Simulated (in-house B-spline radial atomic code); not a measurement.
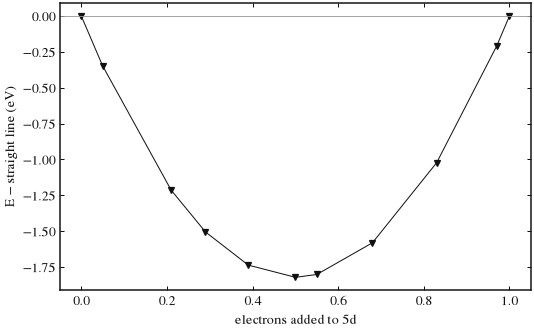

All numbers are computed, not measured: scalar-relativistic (spin-free one-electron X2C) PBEsol, spin-polarised, spherical fractional occupations, Fermi nucleus, basis-set limit (an in-house B-spline radial code). The occupation of the 5d shell is varied from Au⁵⁺ ([Xe] 4f14 5d6 (high spin)) to Au⁴⁺ ([Xe] 4f14 5d7 (high spin)), with spherical fractional occupations. The plot shows the total energy less the straight line between the end points.

Describe the curve.

The curve is convex (below the straight line), with the largest deviation among the points computed, −1.82 eV, at 0.5. The end points differ by 60.9 eV, the energy to take the electron out. Convexity is the mark of the delocalisation error, which puts fractional charges too low; for p, d and f shells the spherical spreading of the fraction adds to it.
